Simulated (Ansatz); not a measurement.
# C2H5ClGeSi: energies of removing a hydrogen in Python

Aim: energies of removing a hydrogen, for C2H5ClGeSi, run from a script. SMILES: Cl[SiH2]C#[C][GeH3].

All numbers are computed with the Python package of Ansatz 0.2.0. Level of theory: CAM-B3LYP/def2-SVPD.

## 1. Starting point

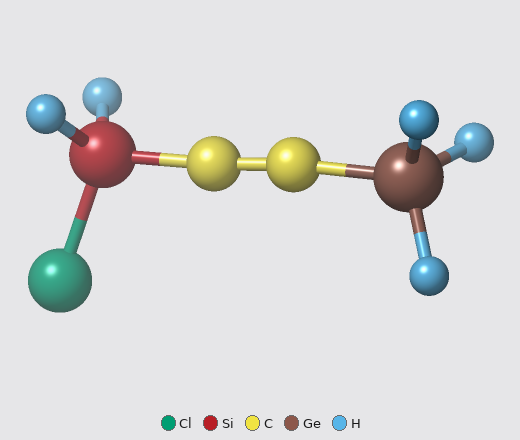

The starting structure, viewed from a chosen angle; chlorine teal, silicon red, carbon yellow, germanium brown, hydrogen blue.

The script holds or builds the structure itself.

## 2. The script

File bde.py:

```python
# -*- coding: utf-8 -*-
"""X-H bond energies of C2H5ClGeSi without relaxation."""

import ansatz


def single_point(molecule, charge=0, unpaired=0):
    calc = (
        molecule.calculation()
        .basis(gaussian="def2-SVPD")
        .functional("cam_b3lyp")
    )
    if charge:
        calc = calc.charge(charge)
    if unpaired:
        calc = calc.spin("collinear", total=unpaired)
    report = calc.run(threads=1).report
    if report["published_state_doubts"]:
        print("  doubts:", report["published_state_doubts"])
    return report["free_energy_ev"]

GEOMETRY = """
Cl   -3.48640    0.51290   -0.83110
Si   -1.63010    1.30530   -1.26520
C    -0.42030    0.35590   -0.35640
C     0.50820   -0.26870    0.26620
Ge    1.72680   -1.28280    1.21450
H    -1.55450    2.73670   -0.86420
H    -1.33330    1.19420   -2.70180
H     2.50800   -2.21040    0.25490
H     2.74450   -0.28850    1.92980
H     1.02010   -2.10570    2.35630
"""

def without(molecule, index):
    rest = ansatz.Crystal.molecule()
    for i, site in enumerate(molecule.cartesian_sites):
        if i != index:
            rest = rest.atom(site.symbol, site.position_ang)
    return rest


def main():
    geometry = ansatz.Crystal.molecule()
    for line in GEOMETRY.strip().splitlines():
        symbol, *xyz = line.split()
        geometry = geometry.atom(symbol, [float(v) for v in xyz])

    whole = single_point(geometry, 0)
    hydrogen = single_point(ansatz.Crystal.molecule().atom("H", (0, 0, 0)), 0, 1)
    print(f"E(molecule) = {whole:.5f} eV, E(H) = {hydrogen:.5f} eV")
    for index in [6, 9]:
        radical = single_point(without(geometry, index), 0, 1)
        print(f"H{index}: homolysis {(radical + hydrogen - whole):.3f} eV")
        anion = single_point(without(geometry, index), -1)
        print(f"H{index}: loss of a proton {(anion - whole):.3f} eV")


if __name__ == "__main__":
    main()
```

## 3. The input behind the calls

The engine receives this input (first run):

```yaml
crystal:
  periodic: [false, false, false]
  atoms:
    - { symbol: Cl, position_ang: [-3.4864, 0.5129, -0.8311] }
    - { symbol: Si, position_ang: [-1.6301, 1.3053, -1.2652] }
    - { symbol: C, position_ang: [-0.4203, 0.3559, -0.3564] }
    - { symbol: C, position_ang: [0.5082, -0.2687, 0.2662] }
    - { symbol: Ge, position_ang: [1.7268, -1.2828, 1.2145] }
    - { symbol: H, position_ang: [-1.5545, 2.7367, -0.8642] }
    - { symbol: H, position_ang: [-1.3333, 1.1942, -2.7018] }
    - { symbol: H, position_ang: [2.508, -2.2104, 0.2549] }
    - { symbol: H, position_ang: [2.7445, -0.2885, 1.9298] }
    - { symbol: H, position_ang: [1.0201, -2.1057, 2.3563] }
basis:
  gaussian:
    orbitals: def2-SVPD
hamiltonian:
  xc: cam_b3lyp
```

## 4. The run

Started as:

```
$ python bde.py
```

Log:

```text
E(molecule) = -79060.90351 eV, E(H) = -13.54842 eV
H6: homolysis 4.028 eV
H6: loss of a proton 15.995 eV
H9: homolysis 3.736 eV
H9: loss of a proton 15.453 eV
```

Run time: 70 s. Hardware: 1 thread of Arm Neoverse V2, shared host; peak memory 0.87 GiB.

## 5. What changed from run to run

The engine's inputs for some of the other runs:

Run 2, against run 1:

```diff
@@ -4,10 +4 @@
-    - { symbol: Cl, position_ang: [-3.4864, 0.5129, -0.8311] }
-    - { symbol: Si, position_ang: [-1.6301, 1.3053, -1.2652] }
-    - { symbol: C, position_ang: [-0.4203, 0.3559, -0.3564] }
-    - { symbol: C, position_ang: [0.5082, -0.2687, 0.2662] }
-    - { symbol: Ge, position_ang: [1.7268, -1.2828, 1.2145] }
-    - { symbol: H, position_ang: [-1.5545, 2.7367, -0.8642] }
-    - { symbol: H, position_ang: [-1.3333, 1.1942, -2.7018] }
-    - { symbol: H, position_ang: [2.508, -2.2104, 0.2549] }
-    - { symbol: H, position_ang: [2.7445, -0.2885, 1.9298] }
-    - { symbol: H, position_ang: [1.0201, -2.1057, 2.3563] }
+    - { symbol: H, position_ang: [0.0, 0.0, 0.0] }
@@ -18,0 +10,3 @@
+magnetization:
+  spin_polarized: true
+  initial_magnetization: 1.0
```

Run 4, against run 1:

```diff
@@ -10 +9,0 @@
-    - { symbol: H, position_ang: [-1.3333, 1.1942, -2.7018] }
@@ -18,0 +18 @@
+total_charge: -1.0
```

Run 6, against run 1:

```diff
@@ -13 +12,0 @@
-    - { symbol: H, position_ang: [1.0201, -2.1057, 2.3563] }
@@ -18,0 +18 @@
+total_charge: -1.0
```

## 6. What the script built

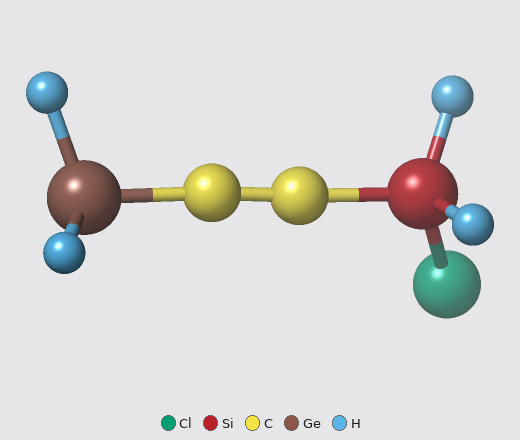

The system of run 6 as the script built it (9 atoms; chlorine teal, silicon red, carbon yellow, germanium brown, hydrogen blue).

## 7. What each run gave

One row for each of the 6 runs:

```csv
run,system,unpaired or total moment,energy (eV),<S²>,SCF cycles,CPU time (s)
1,C2H5ClGeSi,not set,-79060.9035,0.00,17,9.9
2,H,1,-13.5484,0.75,8,0.07
3,C2H4ClGeSi,1,-79043.3267,0.76,29,22
4,"C2H4ClGeSi, charge -1",not set,-79044.9081,0.00,18,8.7
5,C2H4ClGeSi,1,-79043.6186,0.76,26,20
6,"C2H4ClGeSi, charge -1",not set,-79045.4502,0.00,18,8.9
```

Totals carry meaning only in balanced differences at one level of theory.

## 8. What came out

| quantity | value |
| --- | --- |
| weakest bond to hydrogen among those tried (homolysis) | H9 (counted from 0), 3.736 eV |
| easiest loss of a proton among those tried | H9, 15.453 eV |
| runs compared | 6 |

What this shows: Atoms are numbered as in the script, from 0. The fragments aren't relaxed and zero-point energy is left out, so these aren't bond dissociation enthalpies. Losing a bare proton in the gas phase costs far more than homolysis, as charges must be parted. All 6 runs converged, in 8 to 29 cycles. The geometry is a force-field or estimated start, not a minimum of this method, and the basis set is short of its limit. All parts are taken at fixed geometry, without zero-point energy.
